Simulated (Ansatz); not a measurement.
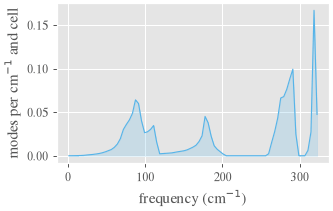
Fig. 1. Phonon density of states of ZnS (zinc blende, F-43m); finite displacements on a 6×6×6 mesh, Ansatz (a program for electronic structure), PBE functional, plane-wave PAW, k mesh 6×6×6

Another polymorph of this substance is known too; which is more stable was not tested here. Dynamical quadrupoles are not included in the interpolation of the phonons between the solved wave vectors.

Problem. Where is the tallest peak, and is there a gap in the spectrum?

Solution. The tallest peak lies near 320 cm⁻¹. There is at least one gap; the lowest begins near 210 cm⁻¹.
